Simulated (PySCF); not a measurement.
```xyz
14

C    -0.3937   -1.5563   -0.3683
C    -0.5631   -0.2749   -0.0282
Si    0.9064    0.7950    0.4853
N     2.3312    0.0430   -0.1461
C    -1.9315    0.3349   -0.0394
F    -2.0455    1.2450   -1.0155
F    -2.9119   -0.5559   -0.2131
F    -2.1729    0.9739    1.1154
H    -1.2366   -2.1960   -0.6490
H     0.6088   -1.9941   -0.3739
H     0.6337    2.1917    0.0221
H     1.0621    0.8125    1.9693
H     2.5144    0.0490   -1.1434
H     3.1944    0.1165    0.3792
```

Geometry: PBE0-D3(BJ)/def2-SVP.

The calculation used PBE0/pcSseg-1, SCF density, gas phase, non-relativistic (PySCF).

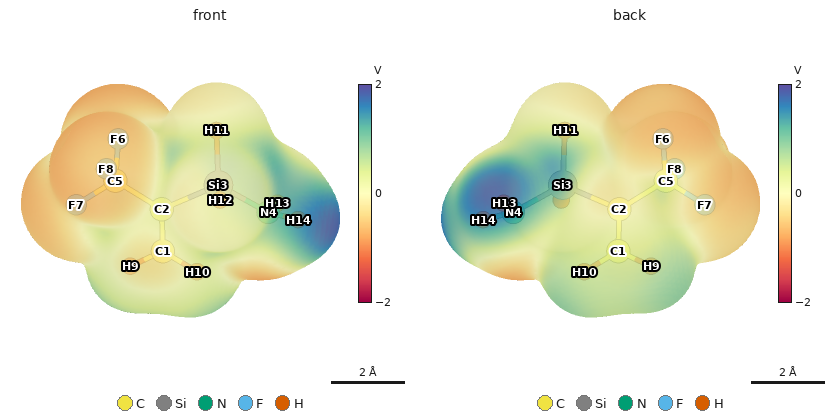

C₃H₆F₃NSi (SMILES C=C([SiH2]N)C(F)(F)F). The molecular electrostatic potential painted on the density surface at 0.002 e/bohr³, seen from the front and from behind; the colour scale runs from red (negative) to blue (positive).

> Describe the electrostatic potential map.

The most negative region (about −0.7 V, or −16 kcal/mol for a unit charge) lies over N4, F6 and F8, the most positive (about +1.9 V, or +44 kcal/mol for a unit charge) over H13 and H14.

> How polar is the molecule by this calculation?

Its dipole moment is 3.44 D.
